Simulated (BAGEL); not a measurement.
**BN2H5S (SMILES NB(N)S) at HF/6-31G(d) (density fitting with qzvpp-jkfit, spherical functions)**

What is the energy change on altering one bond length of BN2H5S at HF/6-31G* (density fitting with qzvpp-jkfit, spherical functions)? 

The results are computed with BAGEL 1.2.2.

1 further run of the same task is left out (set aside as unsound or not needed).

### Step 1. The system as given

BN2H5S has 9 atoms, charge 0, and is taken as a singlet. As SMILES, `NB(N)S`. Geometry: relaxed at PBE0-D4/def2-TZVP.

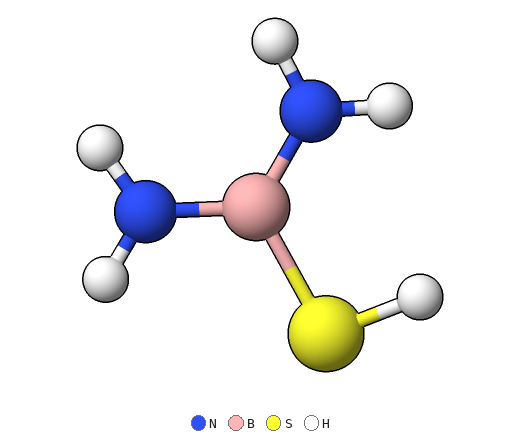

Viewed from a chosen angle; nitrogen blue, boron pink, sulfur yellow, hydrogen white.

### Step 2. The energy at HF/6-31G(d) (density fitting with qzvpp-jkfit, spherical functions)

calc.json

```json
{ "bagel" : [

{
  "title" : "molecule",
  "basis" : "6-31gs.json",
  "df_basis" : "qzvpp-jkfit",
  "angstrom" : true,
  "geometry" : [
    { "atom" : "N", "xyz" : [       0.043100,       1.056300,      -0.636400 ] },
    { "atom" : "B", "xyz" : [      -0.027600,      -0.118300,       0.142200 ] },
    { "atom" : "N", "xyz" : [       0.800700,      -1.234400,      -0.099000 ] },
    { "atom" : "S", "xyz" : [      -1.208800,      -0.262900,       1.551400 ] },
    { "atom" : "H", "xyz" : [       0.653400,       1.149100,      -1.428800 ] },
    { "atom" : "H", "xyz" : [      -0.454000,       1.896300,      -0.409300 ] },
    { "atom" : "H", "xyz" : [       0.697300,      -2.103500,       0.390600 ] },
    { "atom" : "H", "xyz" : [       1.543400,      -1.234200,      -0.774400 ] },
    { "atom" : "H", "xyz" : [      -1.958900,       0.805200,       1.246300 ] }
  ]
},

{
  "title" : "hf"
},

{
  "title" : "print",
  "file" : "orbitals.molden",
  "orbitals" : true
}

]}
```

The basis set 6-31G* is read from a file made from the Basis Set Exchange's data (not shown).

The run is started by

```
$ BAGEL_NUM_THREADS=1 BAGEL calc.json > calc.out
```

The program printed:

```text
* using 1 threads per process

  ===============================================================
  ===============================================================

  *** Geometry ***

  { "atom" : "N", "xyz" : [      0.081447,      1.996118,     -1.202622 ] },
  { "atom" : "B", "xyz" : [     -0.052156,     -0.223555,      0.268719 ] },
  { "atom" : "N", "xyz" : [      1.513104,     -2.332678,     -0.187083 ] },
  { "atom" : "S", "xyz" : [     -2.284301,     -0.496809,      2.931721 ] },
  { "atom" : "H", "xyz" : [      1.234747,      2.171484,     -2.700041 ] },
  { "atom" : "H", "xyz" : [     -0.857936,      3.583488,     -0.773465 ] },
  { "atom" : "H", "xyz" : [      1.317706,     -3.975039,      0.738127 ] },
  { "atom" : "H", "xyz" : [      2.916603,     -2.332300,     -1.463404 ] },
  { "atom" : "H", "xyz" : [     -3.701785,      1.521607,      2.355166 ] },

  Number of auxiliary basis functions:      447

  Since a DF basis is specified, we compute 2- and 3-index integrals:
    o Being stored without compression. Storage requirement is 0.018 GB

  Number of basis functions:       70
  Number of electrons      :       40

    * METHOD: MOLECULE                             0.20

  *** RHF ***

  === Nuclear Repulsion ===
   148.3546575523

      * DIIS with orbital gradients will be used.

  === RHF iteration (6-31gs.json) ===
      0       -533.86392522          0.02538828           0.05
      1       -534.05296617          0.01273120           0.05
      2       -534.10914103          0.00177062           0.05
      3       -534.11070101          0.00022414           0.05
      4       -534.11073565          0.00006651           0.05
      5       -534.11073993          0.00001773           0.05
      6       -534.11074025          0.00000495           0.05
      7       -534.11074028          0.00000168           0.05
      8       -534.11074028          0.00000049           0.05
      9       -534.11074028          0.00000016           0.05
     10       -534.11074028          0.00000005           0.05
     11       -534.11074028          0.00000002           0.05
     12       -534.11074028          0.00000001           0.05
    * SCF iteration converged.

    * Permanent dipole moment:
           (   -0.556976,    -0.363502,     0.891029) a.u.

    * METHOD: HF                                   0.77

    * METHOD: PRINT                                0.01

  ===============================================================
```

Run time: 1.1 s. Hardware: 1 thread of Arm Neoverse V1, shared host; peak memory 0.094 GiB.

### Step 3. The distorted shape, same level

job.json

```json
{ "bagel": [

{
  "title": "molecule",
  "basis": "6-31gs.json",
  "df_basis": "qzvpp-jkfit",
  "angstrom": true,
  "geometry": [
    { "atom": "N", "xyz": [       0.078451,       1.643609,      -1.025706 ] },
    { "atom": "B", "xyz": [      -0.027600,      -0.118300,       0.142200 ] },
    { "atom": "N", "xyz": [       0.800700,      -1.234400,      -0.099000 ] },
    { "atom": "S", "xyz": [      -1.208800,      -0.262900,       1.551400 ] },
    { "atom": "H", "xyz": [       0.688751,       1.736409,      -1.818106 ] },
    { "atom": "H", "xyz": [      -0.418649,       2.483609,      -0.798606 ] },
    { "atom": "H", "xyz": [       0.697300,      -2.103500,       0.390600 ] },
    { "atom": "H", "xyz": [       1.543400,      -1.234200,      -0.774400 ] },
    { "atom": "H", "xyz": [      -1.958900,       0.805200,       1.246300 ] }
  ]
},

{
  "title": "hf"
},

{
  "title": "print",
  "file": "orbitals.molden",
  "orbitals": true
}

]}
```

The basis set 6-31G* is read from a file made from the Basis Set Exchange's data (not shown).

The run is started by

```
$ BAGEL_NUM_THREADS=1 BAGEL job.json > job.out
```

The program printed:

```text
* using 1 threads per process

  ===============================================================
  ===============================================================

  *** Geometry ***

  { "atom" : "N", "xyz" : [      0.148251,      3.105971,     -1.938303 ] },
  { "atom" : "B", "xyz" : [     -0.052156,     -0.223555,      0.268719 ] },
  { "atom" : "N", "xyz" : [      1.513104,     -2.332678,     -0.187083 ] },
  { "atom" : "S", "xyz" : [     -2.284301,     -0.496809,      2.931721 ] },
  { "atom" : "H", "xyz" : [      1.301551,      3.281337,     -3.435722 ] },
  { "atom" : "H", "xyz" : [     -0.791132,      4.693341,     -1.509147 ] },
  { "atom" : "H", "xyz" : [      1.317706,     -3.975039,      0.738127 ] },
  { "atom" : "H", "xyz" : [      2.916603,     -2.332300,     -1.463404 ] },
  { "atom" : "H", "xyz" : [     -3.701785,      1.521607,      2.355166 ] },

  Number of auxiliary basis functions:      447

  Since a DF basis is specified, we compute 2- and 3-index integrals:
    o Being stored without compression. Storage requirement is 0.018 GB

  Number of basis functions:       70
  Number of electrons      :       40

    * METHOD: MOLECULE                             0.20

  *** RHF ***

  === Nuclear Repulsion ===
   135.6088003375

      * DIIS with orbital gradients will be used.

  === RHF iteration (6-31gs.json) ===
      0       -533.67339462          0.02701827           0.05
      1       -533.86784671          0.01676388           0.05
      2       -533.97154719          0.00230361           0.05
      3       -533.97454618          0.00090620           0.05
      4       -533.97496295          0.00021825           0.05
      5       -533.97500936          0.00008254           0.05
      6       -533.97501688          0.00003844           0.05
      7       -533.97501873          0.00000966           0.05
      8       -533.97501885          0.00000432           0.05
      9       -533.97501886          0.00000173           0.05
     10       -533.97501886          0.00000071           0.05
     11       -533.97501886          0.00000025           0.05
     12       -533.97501886          0.00000010           0.05
     13       -533.97501886          0.00000005           0.05
     14       -533.97501886          0.00000003           0.05
     15       -533.97501886          0.00000001           0.05
     16       -533.97501886          0.00000001           0.05
    * SCF iteration converged.

    * Permanent dipole moment:
           (   -0.400785,     0.640334,     0.136394) a.u.

    * METHOD: HF                                   0.95

    * METHOD: PRINT                                0.01

  ===============================================================
```

Wall time 1.4 s (1 thread of Arm Neoverse V1, shared host); peak memory 0.094 GiB.

### Step 4. What came out

Level: HF/6-31G* (density fitting with qzvpp-jkfit, spherical functions).

| quantity | value |
| --- | --- |
| first shape: total energy | -534.11074 Eh |
| first shape: dipole moment | 2.83 D |
| first shape: HOMO energy | -9.62 eV |
| first shape: LUMO energy | 4.95 eV |
| first shape: HOMO–LUMO gap | 14.56 eV |
| distorted shape: total energy | -533.97502 Eh |
| distorted shape: dipole moment | 1.95 D |
| distorted shape: HOMO energy | -9.12 eV |
| distorted shape: LUMO energy | 4.04 eV |
| distorted shape: HOMO–LUMO gap | 13.16 eV |
| energy change with the N1–B2 bond stretched from 1.411 to 2.117 Å | 3.693 eV |

**Reading.** With the N1–B2 bond stretched from 1.411 to 2.117 Å the energy rises by 3.69 eV (356 kJ/mol). The first shape isn't relaxed at this level, so the change isn't measured from a minimum.
